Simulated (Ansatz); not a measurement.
**CH₂FNTe (SMILES N=C(F)[TeH]): density, localisation and related maps**

Input file:

```
crystal:
  periodic: [false, false, false]
  atoms:
    - {symbol: C, position_ang: [-0.476073, 0.883619, 0.611157]}
    - {symbol: F, position_ang: [0.652100, 0.711712, -0.117255]}
    - {symbol: "N", position_ang: [-1.538931, 0.258798, 0.427922]}
    - {symbol: Te, position_ang: [-0.128514, 2.380250, 2.098948]}
    - {symbol: H, position_ang: [-1.464514, -0.410538, -0.347360]}
    - {symbol: H, position_ang: [-1.688200, 2.221025, 2.667746]}
basis:
  gaussian: {orbitals: def2-TZVPD}
hamiltonian: {xc: {name: PBE0}}
output: {forces: true, orbitals: {seedname: orbitals}}
```

Command:

```sh
ansatz run input.yaml --threads 1 --pin off --max-ram 2610MiB --events-out events.jsonl --progress --plain --runs-dir runs
```

Geometry: B3LYP-D3(BJ)/def2-SVP; core potentials replace the inner electrons of Te.

Level of theory: isolated molecule in a Gaussian basis; Kohn-Sham density functional theory, functional PBE0 in Ansatz.

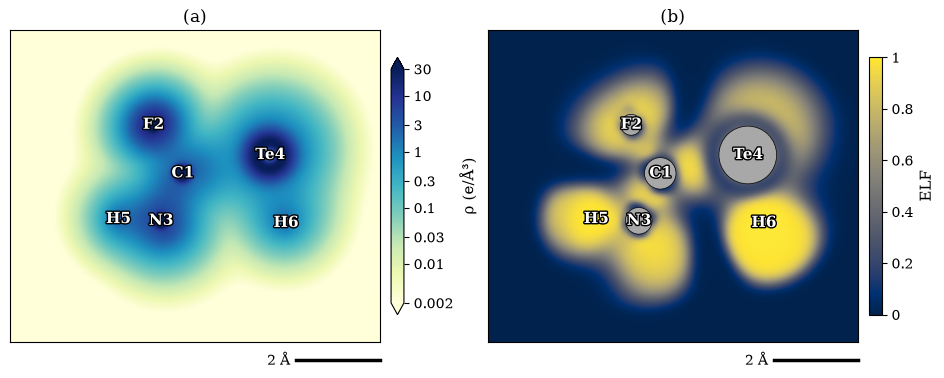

Figure 1. (a) electron density; (b) ELF on the molecular plane. Grey discs cover the atomic cores in the ELF map.

> Interpret the plot.

The section cuts through C, F, N, Te and H sites. C–N (1.25 Å): the density is about 3 e/Å³ at the midpoint; the ELF peaks at about 0.90 between the atoms (a multiple bond). C–F (1.35 Å): ρ at the midpoint is about 2.2 e/Å³, with its minimum of 1.8 e/Å³ about 0.5 Å from C; the ELF peaks at about 0.80 between the atoms; a polar covalent bond. C–Te (2.14 Å): ρ at the midpoint is about 0.8 e/Å³; the ELF peaks at about 0.95 between the atoms, as expected for a shared electron pair. N–H (1.03 Å): ρ is about 2.8 e/Å³ halfway; the ELF climbs to about 1 towards the hydrogen, as it does in any bond to H (an ordinary covalent bond to hydrogen). Te–H (1.67 Å): ρ at the midpoint is about 1.3 e/Å³; the ELF climbs to about 1 towards the hydrogen. The ELF also peaks beside N3, F2 and Te4, away from the bonds: lone-pair regions.

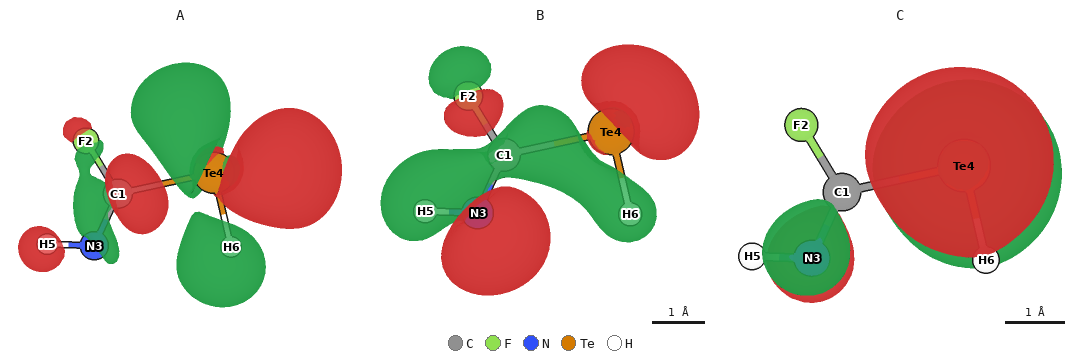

Figure 2. Three frontier orbitals at ±0.08 Å⁻³ᐟ² (green and red are the two phases), in no order.

> Which picture is the HOMO−1, the HOMO and the LUMO?

B is the HOMO−1 (−8.70 eV). Its weight (Hirshfeld) is mainly on N3 (about 50 %), Te4 (about 20 %), C1 (about 10 %), F2 (about 5 %) and H5 (about 5 %); it is symmetric in the molecular plane (an in-plane orbital: σ, lone-pair or in-plane π type). C is the HOMO (−6.87 eV). It lies mainly on Te4 (about 85 %) and N3 (about 5 %); it changes sign across the molecular plane (π type). A is the LUMO (−1.37 eV). It lies mainly on Te4 (about 70 %), C1 (about 15 %) and H6 (about 10 %); it is symmetric in the molecular plane (an in-plane orbital: σ, lone-pair or in-plane π type).

> What is the HOMO–LUMO gap?

5.50 eV between the orbital energies.

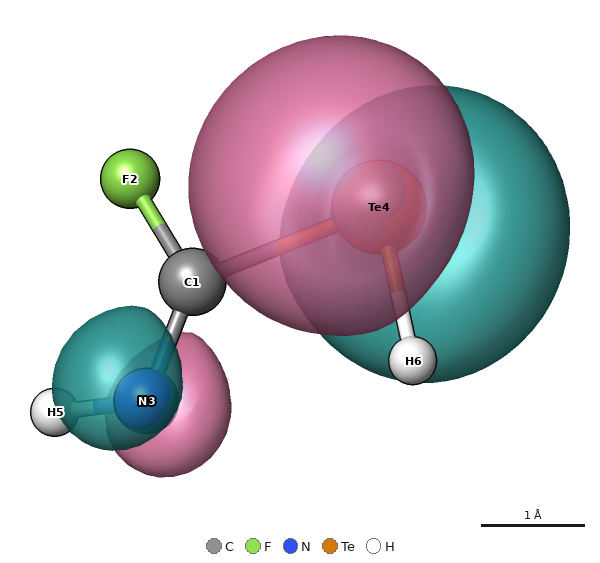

Figure 3. The HOMO at ±0.1 Å⁻³ᐟ² (teal and pink are the two phases), seen at an oblique angle.

> Describe this orbital and give its energy.

Its weight (Hirshfeld) is mainly on Te4 (about 85 %) and N3 (about 5 %); it changes sign across the molecular plane (π type). Its energy is −6.87 eV.
